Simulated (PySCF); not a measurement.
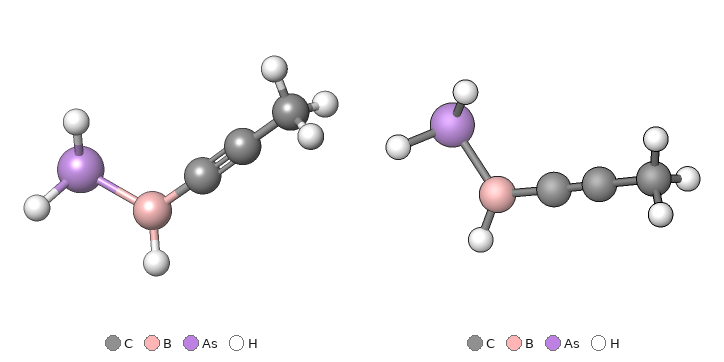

Both panels show the same species.

The computed structure is the end point of a GFN2-xTB optimisation. No frequency run is at hand to confirm it as a minimum.

Identify the structure.

Formula C₃H₆AsB. SMILES: `CC#CB[AsH2]`. It has no ring. Among its groups: alkyne, B–H bond. Coordination: 1 C tetrahedral; 2 C linear; 1 B trigonal planar; 1 As trigonal pyramidal.

More results for the same structure follow; atom numbers are the same in all pictures, views and colours differ.

**Dipole moment**

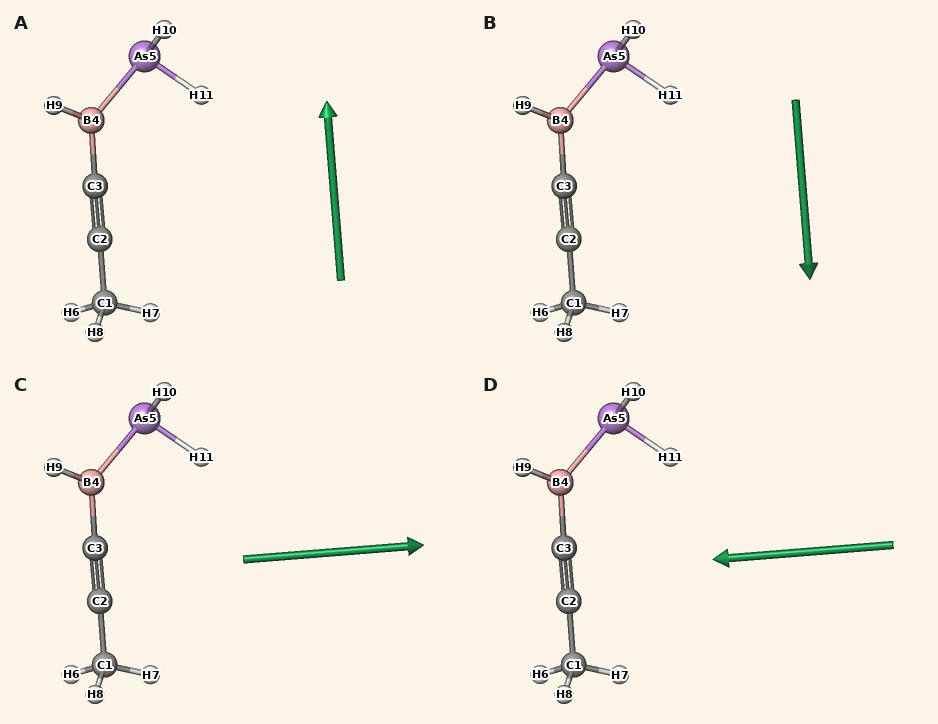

The same molecule four times, each with an arrow. No frequency run is at hand to confirm it as a minimum. Level of theory: PBE0/def2-SVPD, gas phase (PySCF 2.14.0).

> Which arrow points along the dipole moment, from the negative to the positive end?

B. The dipole moment is 2.39 D; it points from the side of H10 to the side of H8 (the outermost atoms at the two ends).

**Electronic properties**

No frequency run is at hand to confirm it as a minimum. Level of theory: PBE0/def2-SVPD, gas phase (PySCF 2.14.0). Excitations: vertical, linear response.

> Estimate the HOMO energy (Kohn–Sham orbital).

−6.96 eV.

> Estimate the lowest vertical singlet excitation.

3.47 eV.

> What is the mean static polarisability?

88.8 bohr³.

> Give the brightest of the 8 lowest singlets at this level.

6.74 eV.

**Spin–spin coupling**

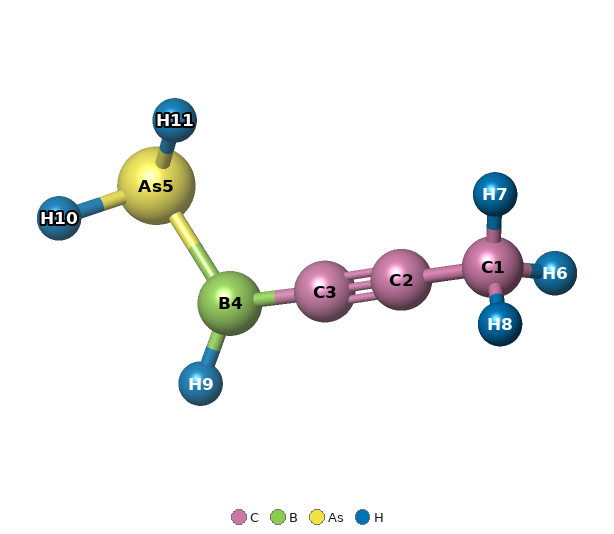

No frequency run is at hand to confirm it as a minimum. Method: B3LYP/pcJ-1 (pcSseg-1 on As) indirect spin-spin coupling, non-relativistic, gas phase (PySCF 2.14.0). Isotopes: 11B, 13C, 1H.

Give the spin–spin coupling constants of these pairs, with the number of bonds between them: C3/B4, B4/H9, C2/B4, B4/H10, B4/H11, C1/B4.

| pair | bonds apart | J (Hz) |
| --- | --- | --- |
| C3, B4 | 1 | 99.8 |
| B4, H9 | 1 | 147.4 |
| C2, B4 | 2 | 19.1 |
| B4, H10 | 2 | −4.5 |
| B4, H11 | 2 | −4.6 |
| C1, B4 | 3 | 1.5 |

The geometry is semi-empirical. Around As, B such bond lengths and angles can be off by a tenth of an ångström or more and by several degrees, and values that hang on the shape move with them.
